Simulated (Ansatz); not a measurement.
## CH10AsNSi: geometry relaxation (part 2 of 2)

The same run, continued: CH10AsNSi; RHF/def2-SVP (Ansatz 0.2.0). The input holds or restrains some coordinates. It belongs to a series of runs on one base structure; here: pulled along the bonds that form and break, towards end A.

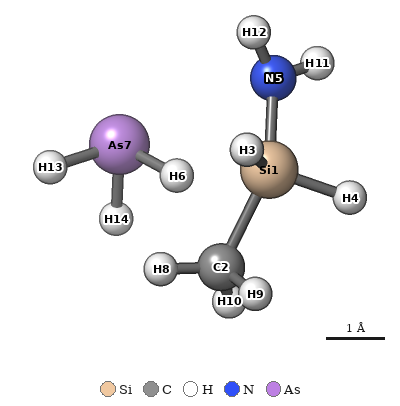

*The geometry at step 12 of the log (ball-and-stick view, seen at a tilt; atoms are numbered from 1 in the order of the input).*

**Trajectory as extended XYZ (Å, eV, eV/Å), 8 of the 21 frames kept, from step=1 to step=21**
```
14
Properties=species:S:1:pos:R:3:forces:R:3 step=1 energy=-71312.95855
Si   -0.0530   -0.0490   -0.7384   -0.2469   2.2800  -1.4506
C     0.1514   -1.3585    0.9969   -0.0122   0.7784   2.1279
H     1.4074   -0.2217   -0.8644    0.0819  -0.2393   0.4412
H    -1.4504   -0.5181   -0.7003    0.0219  -0.2875   0.4621
N    -0.2048    0.5252   -2.3727   -0.0327   0.2482  -0.1893
H     0.0544    0.0325    0.9970    0.2290  -3.1605  -0.4946
As   -0.1277    2.0071    0.9898    0.0351   0.0568  -0.3789
H     0.9806   -1.4090    1.7073    0.0598   0.0866  -0.0332
H     0.3437   -2.1526    0.2860    0.0045   0.1724  -0.5679
H    -0.7658   -1.6256    1.5189   -0.1209   0.0605   0.0428
H    -1.0854    0.7862   -2.7845    0.1483  -0.1037   0.1186
H     0.5624    0.9351   -2.8784   -0.1091  -0.1015   0.1201
H     1.1365    1.6495    1.7376    0.1992   0.1644  -0.1096
H    -0.9492    1.3991    2.1053   -0.2581   0.0451  -0.0887
14
Properties=species:S:1:pos:R:3:forces:R:3 step=4 energy=-71312.05096
Si   -0.0223   -0.4501   -0.8346   -0.1223   2.5287   0.4857
C     0.1512   -1.5183    0.8909   -0.0571   2.5956   1.5405
H     1.4353   -0.2329   -0.8708    0.5934  -0.4415  -0.3593
H    -1.4810   -0.5352   -0.7049   -0.6762  -0.5355  -0.3742
N    -0.2016    0.5089   -2.3493    0.1263  -0.7435   0.7864
H     0.0031    0.6187    0.9823   -0.3332   0.6197  -1.5702
As   -0.1218    2.1523    1.2178    0.1450  -1.0018  -1.0607
H     0.9672   -1.4072    1.6672   -0.3814  -0.0078  -1.4795
H     0.3655   -2.2827    0.2227    0.3844  -3.1104  -0.6036
H    -0.7658   -1.6350    1.4977    0.0950  -0.3833  -0.8989
H    -1.0806    0.7771   -2.7735    0.2020  -0.3153   0.3520
H     0.5607    0.9265   -2.8673   -0.0975  -0.3075   0.3644
H     1.1623    1.6687    1.7695    0.7849   0.6870   1.1657
H    -0.9720    1.4093    2.1524   -0.6633   0.4155   1.6518
14
Properties=species:S:1:pos:R:3:forces:R:3 step=7 energy=-71313.80858
Si   -0.0260   -0.5100   -0.8603    0.0746   0.4403  -0.9885
C     0.1396   -1.5099    0.7342    0.1315  -0.4768   0.7133
H     1.4835   -0.4528   -1.0367    0.0795  -0.1774  -0.0300
H    -1.5246   -0.7237   -0.8771   -0.1058  -0.4178  -0.3116
N    -0.1855    0.4574   -2.2990   -0.5587   0.1455  -0.1815
H    -0.0882    0.8655    0.7816   -0.0981   0.6618  -0.0266
As   -0.1031    2.2379    1.4393    0.0597  -0.5074   0.0247
H     1.0047   -1.3222    1.3820   -0.0216   0.0727  -0.2570
H     0.3034   -2.5117    0.2944   -0.0646  -0.0024   0.0970
H    -0.7582   -1.5763    1.3571   -0.0050   0.0038  -0.1503
H    -1.0629    0.5369   -2.8222    0.7732   0.2002   0.7307
H     0.5705    0.9779   -2.7249   -0.2534  -0.3934   0.0977
H     1.2132    1.8873    2.1005   -0.0859   0.2130   0.1452
H    -0.9663    1.6438    2.5310    0.0745   0.2380   0.1370
14
Properties=species:S:1:pos:R:3:forces:R:3 step=10 energy=-71314.63936
Si   -0.0058   -0.6010   -0.9171   -0.2114  -1.5571  -1.9055
C     0.1359   -1.4737    0.7508   -0.0122   0.3001   0.6456
H     1.4825   -0.8158   -1.2493   -0.5991  -0.3735  -0.1314
H    -1.4273   -1.1976   -1.1998    1.0040  -0.0833  -0.0940
N    -0.1918    0.6090   -2.1357   -0.9451   0.8401  -0.2222
H    -0.1304    0.8742    0.7502   -0.0030   0.1228   0.2114
As   -0.1131    2.2161    1.3876   -0.0516   0.6575   0.5915
H     1.0329   -1.2348    1.3301   -0.1645  -0.0128   0.0572
H     0.2548   -2.5047    0.3795   -0.0026   0.1508  -0.0331
H    -0.7593   -1.4677    1.3786    0.1261   0.0790   0.0510
H    -1.1131    0.7994   -2.5735    1.5617  -0.0583   0.7615
H     0.6004    1.0373   -2.6061   -0.6902  -0.1047   0.4066
H     1.1887    1.9839    2.1298   -0.0502  -0.0137  -0.1492
H    -0.9542    1.7755    2.5750    0.0381   0.0530  -0.1893
14
Properties=species:S:1:pos:R:3:forces:R:3 step=12 energy=-71315.53384
Si    0.0076   -0.6920   -0.9558    0.0814  -1.6310  -1.8058
C     0.1348   -1.4603    0.7652   -0.0394   0.4256   0.3663
H     1.3798   -1.1098   -1.4348   -0.4243  -0.0951  -0.1251
H    -1.2259   -1.4525   -1.3950    0.4528  -0.0110  -0.1107
N    -0.2055    0.7690   -1.8661   -0.2224   0.3668   0.0046
H    -0.1735    0.8673    0.6766   -0.0037   0.2087   0.3432
As   -0.1238    2.2236    1.2570   -0.0843   0.6873   0.6174
H     1.0176   -1.1961    1.3501   -0.0446   0.0431  -0.0114
H     0.2483   -2.5016    0.4391   -0.0005  -0.0057   0.1050
H    -0.7531   -1.4033    1.3974    0.0227   0.0443  -0.0196
H    -1.0906    0.9692   -2.3199    0.5617  -0.0696   0.4346
H     0.5701    1.1597   -2.3794   -0.2907  -0.0610   0.3214
H     1.1728    1.9973    2.0066    0.0282  -0.0073  -0.1005
H    -0.9585    1.8296    2.4591   -0.0369   0.1049  -0.0195
14
Properties=species:S:1:pos:R:3:forces:R:3 step=15 energy=-71316.10497
Si    0.0645   -0.7949   -1.0328    0.1063  -1.1161  -1.1762
C     0.1794   -1.4650    0.7223    0.0035   0.0973   0.2668
H     1.3405   -1.2697   -1.6327   -0.0027  -0.0291  -0.0592
H    -1.0976   -1.5582   -1.5659    0.0055  -0.0327  -0.0580
N    -0.1204    0.8044   -1.6615    0.0073  -0.0099   0.0878
H    -0.6792    0.7483    0.9006   -0.0208   0.5204   0.2735
As   -0.2103    2.1603    1.0942   -0.4276   0.4147   0.9758
H     1.0326   -1.1223    1.3098    0.0092   0.0364  -0.0437
H     0.3197   -2.5346    0.5211    0.0345   0.0383   0.0602
H    -0.7200   -1.3654    1.3326    0.0232  -0.0051  -0.0779
H    -1.0135    1.1239   -1.9908    0.1360   0.0240   0.1638
H     0.6271    1.2323   -2.1704    0.0317   0.0227   0.0319
H     1.1409    1.8015    1.6909   -0.0971  -0.1125  -0.2006
H    -0.8636    2.2395    2.4828    0.1909   0.1516  -0.2442
14
Properties=species:S:1:pos:R:3:forces:R:3 step=18 energy=-71316.34973
Si    0.0705   -0.8575   -1.0858    0.3080  -0.7171  -0.8115
C     0.1849   -1.3893    0.7095    0.0457  -0.4438   0.1379
H     1.3182   -1.3660   -1.7152   -0.0114  -0.0171  -0.0235
H    -1.0961   -1.5868   -1.6535   -0.0136   0.0318   0.0492
N    -0.0155    0.7932   -1.5774    0.0519   0.0005   0.0277
H    -0.9765    0.6532    1.1047   -0.1625   0.3969   0.0697
As   -0.4119    2.0405    1.0527   -0.1447   0.6754   0.6951
H     0.9439   -0.8792    1.2991    0.0283   0.0527  -0.0226
H     0.4739   -2.4457    0.6591   -0.0077  -0.0059  -0.0169
H    -0.7623   -1.3476    1.2450    0.0150  -0.0296   0.0233
H    -0.8753    1.2679   -1.7548   -0.0905   0.0378  -0.0354
H     0.7472    1.2329   -2.0538    0.0125  -0.0423   0.0324
H     1.0230    1.6060    1.2261   -0.0711   0.0543  -0.0548
H    -0.6240    2.2785    2.5444    0.0401   0.0064  -0.0706
14
Properties=species:S:1:pos:R:3:forces:R:3 step=21 energy=-71316.37213
Si    0.0566   -0.8636   -1.0862    0.1896  -0.6869  -0.7550
C     0.2052   -1.4257    0.6989    0.1568  -0.3806   0.1092
H     1.2333   -1.4722   -1.7638   -0.0043  -0.0070  -0.0190
H    -1.1892   -1.4656   -1.6192   -0.0577  -0.0261  -0.0012
N     0.0302    0.7975   -1.5468    0.0265   0.0102  -0.0001
H    -0.9410    0.5876    1.2487   -0.1254   0.3416   0.0309
As   -0.5411    2.0169    1.0455   -0.2106   0.7219   0.6162
H     0.9646   -0.9010    1.2781    0.0115   0.0094   0.0024
H     0.5194   -2.4733    0.6275    0.0042  -0.0025   0.0114
H    -0.7320   -1.4135    1.2529    0.0169   0.0072  -0.0049
H    -0.7978    1.2327   -1.9010    0.0124   0.0072   0.0032
H     0.8557    1.2836   -1.8370   -0.0119  -0.0114   0.0113
H     0.9420    1.7620    1.0703    0.0034  -0.0061  -0.0116
H    -0.6057    2.3349    2.5323   -0.0114   0.0230   0.0073
```

This output came from the following input.

**Input file**
```yaml
crystal:
  periodic: [false, false, false]
  atoms:
    - { symbol: Si, position_ang: [-0.053, -0.049, -0.7384] }
    - { symbol: C, position_ang: [0.1514, -1.3585, 0.9969] }
    - { symbol: H, position_ang: [1.4074, -0.2217, -0.8644] }
    - { symbol: H, position_ang: [-1.4504, -0.5181, -0.7003] }
    - { symbol: "N", position_ang: [-0.2048, 0.5252, -2.3727] }
    - { symbol: H, position_ang: [0.0544, 0.0325, 0.997] }
    - { symbol: As, position_ang: [-0.1277, 2.0071, 0.9898] }
    - { symbol: H, position_ang: [0.9806, -1.409, 1.7073] }
    - { symbol: H, position_ang: [0.3437, -2.1526, 0.286] }
    - { symbol: H, position_ang: [-0.7658, -1.6256, 1.5189] }
    - { symbol: H, position_ang: [-1.0854, 0.7862, -2.7845] }
    - { symbol: H, position_ang: [0.5624, 0.9351, -2.8784] }
    - { symbol: H, position_ang: [1.1365, 1.6495, 1.7376] }
    - { symbol: H, position_ang: [-0.9492, 1.3991, 2.1053] }
basis:
  gaussian: { orbitals: def2-SVP }
hamiltonian:
  xc: hf
relax:
  f_tol: 0.15
  max_steps: 25
  restrain:
    - { distance: [0, 6], at: 3.6, k: 30.0 }
    - { distance: [5, 1], at: 2.37, k: 30.0 }
    - { distance: [0, 1], at: 1.87, k: 30.0 }
    - { distance: [5, 6], at: 1.5, k: 30.0 }
```

Launch command:
```bash
ansatz run input.yaml --threads 2 --pin off --max-ram 3072MiB --backend cpu --events-out ev --progress --plain --runs-dir out
```

**Results in brief**

```csv
quantity,value
outcome,converged under the restraints of the input
total energy,−71316.3721 eV
mean-field energy,−71316.3721 eV
"largest force (length of the vector) at the end, held atoms and coordinates included",1.038 eV/Å
hardware,"2 threads of Arm Neoverse V2, 24 GiB of memory available, shared host"
wall time,48 s (CPU time 92 s)
peak memory,0.31 GiB
```
